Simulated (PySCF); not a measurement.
## What a change does: NMR shielding calculation on C3H7BF2

System: C3H7BF2 (isopropyldifluoroborane), SMILES CC(C)B(F)F.
Method of the first run: GIAO PBE0/pcSseg-1 NMR shielding, non-relativistic, gas phase (PySCF 2.14.0).

The geometry comes from this level: PBE0-D3(BJ)/def2-SVP. Text and figures count atoms from 1; the logs count them from 0 in places.

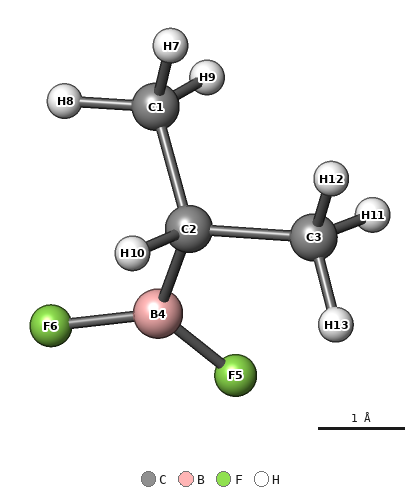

The structure (ball-and-stick view, seen at a tilt; atoms are numbered from 1 in the order of the input).

## Input, the first run
```
{"job": {"kind": "nmr", "xc": "PBE0", "basis": "pcSseg-1", "pop": false}, "charge": 0, "multiplicity": 1}
C     -1.010537    -0.919381     0.335489
C      0.038767    -0.065746    -0.391541
C      1.411644    -0.145040     0.266770
B     -0.501265     1.396969    -0.528229
F      0.095777     2.438557     0.025417
F     -1.612680     1.656829    -1.197318
H     -0.693351    -1.973145     0.385894
H     -1.986889    -0.884500    -0.170436
H     -1.156947    -0.573974     1.372245
H      0.111070    -0.449611    -1.427691
H      1.382289     0.242826     1.297426
H      1.770789    -1.185320     0.314678
H      2.163418     0.443679    -0.280540
```

The first line tells a small driver script what to run in PySCF; the rest is the geometry in Å.

Launched with:
```bash
OMP_NUM_THREADS=1 python <driver script> task.json out
```

Hardware: 1 CPU thread, shared host.

## Output (the first run)
```
coarse grid: 10856 points
cycle   1  E = -342.6819736682  dE =  4.603e-01  |g| = 6.468e-01  |ddm| = 2.943e+00
cycle   2  E = -342.6388286876  dE =  4.314e-02  |g| = 8.665e-01  |ddm| = 8.109e-01
cycle   3  E = -342.7566679434  dE = -1.178e-01  |g| = 4.898e-02  |ddm| = 4.432e-01
cycle   4  E = -342.7570590443  dE = -3.911e-04  |g| = 2.577e-02  |ddm| = 5.063e-02
cycle   5  E = -342.7572061561  dE = -1.471e-04  |g| = 3.305e-03  |ddm| = 2.032e-02
cycle   6  E = -342.7572085558  dE = -2.400e-06  |g| = 6.678e-04  |ddm| = 3.572e-03
final grid: 105648 points
cycle   7  E = -342.8008390457  dE = -5.302e-05  |g| = 7.101e-03  |ddm| = 2.125e-02
cycle   8  E = -342.8008347053  dE =  4.340e-06  |g| = 8.242e-03  |ddm| = 1.138e-02
cycle   9  E = -342.8008513191  dE = -1.661e-05  |g| = 3.478e-04  |ddm| = 6.091e-03
cycle  10  E = -342.8008513346  dE = -1.553e-08  |g| = 2.071e-04  |ddm| = 3.622e-04
cycle  11  E = -342.8008513407  dE = -6.088e-09  |g| = 5.119e-05  |ddm| = 1.246e-04
cycle  12  E = -342.8008513411  dE = -4.316e-10  |g| = 9.550e-06  |ddm| = 3.797e-05
converged SCF energy = -342.8008513411

GIAO shielding tensors (ppm)
atom      isotropic    diamagn.    paramagn.     s11        s22        s33       span
  0 C      166.233     247.302     -81.070    149.124    163.191    186.383     37.260
  1 C      170.485     251.702     -81.217    160.892    172.436    178.127     17.234
  2 C      166.936     247.153     -80.218    155.305    160.888    184.614     29.308
  3 B       70.856     194.925    -124.068     42.165     78.967     91.437     49.272
  4 F      246.060     468.954    -222.894     64.003    292.774    381.404    317.402
  5 F      247.400     468.664    -221.264     70.379    299.028    372.792    302.413
  6 H       30.152      29.758       0.395     26.054     27.850     36.553     10.499
  7 H       29.916      29.666       0.250     25.095     28.175     36.477     11.382
  8 H       30.496      30.321       0.175     26.803     28.391     36.294      9.491
  9 H       30.293      31.712      -1.419     26.115     28.722     36.041      9.926
 10 H       30.326      30.332      -0.006     26.924     28.232     35.822      8.897
 11 H       30.406      29.819       0.587     26.077     28.254     36.886     10.809
 12 H       30.056      29.565       0.491     25.622     27.658     36.889     11.268
```

The input of the second run differs as follows (lines with − go, lines with + come):
```diff
-"xc": "PBE0"
+"xc": "BHandHLYP"
```

Predict how the results change.

The total energies belong to different methods, so their difference says nothing on which is more stable or more accurate. The HOMO goes from −9.01 to −10.45 eV. The LUMO goes from 0.24 to 1.25 eV. The dipole moment goes from 1.64 to 1.74 D. Of all shieldings, the largest change is that of F5, by +18.5 ppm. The functional changes from PBE0 to BHandHLYP. The number of SCF iterations is the same.

## Output (the second run)
```
coarse grid: 10856 points
cycle   1  E = -342.9071580479  dE =  5.753e-01  |g| = 6.335e-01  |ddm| = 2.891e+00
cycle   2  E = -342.9170163850  dE = -9.858e-03  |g| = 6.609e-01  |ddm| = 6.285e-01
cycle   3  E = -342.9789074998  dE = -6.189e-02  |g| = 3.714e-02  |ddm| = 3.071e-01
cycle   4  E = -342.9791281666  dE = -2.207e-04  |g| = 2.110e-02  |ddm| = 3.879e-02
cycle   5  E = -342.9792336297  dE = -1.055e-04  |g| = 3.460e-03  |ddm| = 1.753e-02
cycle   6  E = -342.9792365053  dE = -2.876e-06  |g| = 4.306e-04  |ddm| = 3.074e-03
final grid: 105648 points
cycle   7  E = -343.0114214189  dE = -2.463e-05  |g| = 3.136e-03  |ddm| = 1.066e-02
cycle   8  E = -343.0114220979  dE = -6.791e-07  |g| = 2.640e-03  |ddm| = 4.122e-03
cycle   9  E = -343.0114237584  dE = -1.660e-06  |g| = 1.617e-04  |ddm| = 1.902e-03
cycle  10  E = -343.0114237632  dE = -4.739e-09  |g| = 9.745e-05  |ddm| = 1.808e-04
cycle  11  E = -343.0114237646  dE = -1.396e-09  |g| = 1.943e-05  |ddm| = 5.587e-05
cycle  12  E = -343.0114237646  dE = -6.150e-11  |g| = 3.281e-06  |ddm| = 1.437e-05
converged SCF energy = -343.0114237646

GIAO shielding tensors (ppm)
atom      isotropic    diamagn.    paramagn.     s11        s22        s33       span
  0 C      166.137     246.185     -80.048    149.651    163.301    185.459     35.808
  1 C      170.994     250.501     -79.507    161.766    172.947    178.269     16.503
  2 C      166.476     246.051     -79.575    155.150    160.770    183.510     28.360
  3 B       73.683     193.987    -120.304     43.223     81.274     96.554     53.331
  4 F      264.550     469.684    -205.135     89.138    314.960    389.550    300.412
  5 F      265.323     469.424    -204.100     95.040    319.996    380.934    285.894
  6 H       30.297      29.790       0.507     26.136     28.005     36.750     10.613
  7 H       30.081      29.683       0.398     25.234     28.346     36.664     11.430
  8 H       30.665      30.378       0.287     26.923     28.556     36.516      9.593
  9 H       30.581      31.688      -1.107     26.417     28.934     36.392      9.975
 10 H       30.471      30.372       0.099     27.038     28.364     36.011      8.972
 11 H       30.537      29.868       0.669     26.162     28.389     37.060     10.898
 12 H       30.223      29.587       0.637     25.770     27.832     37.068     11.298
```

## The two runs side by side

```tsv
quantity	the first run	the second run
outcome	converged	converged
total energy (hartree)	−342.800851	−343.011424
HOMO (eV)	−9.01	−10.45
LUMO (eV)	0.24	1.25
dipole moment (D)	1.64	1.74
shielding of C2 (ppm)	170.5	171.0
shielding of C3 (ppm)	166.9	166.5
shielding of B4 (ppm)	70.9	73.7
shielding of F5 (ppm)	246.1	264.5
shielding of F6 (ppm)	247.4	265.3
shielding of H9 (ppm)	30.5	30.7
shielding of H10 (ppm)	30.3	30.6
SCF iterations	12	12
basis functions	137	137
wall time (shared host)	10 s	11 s
```
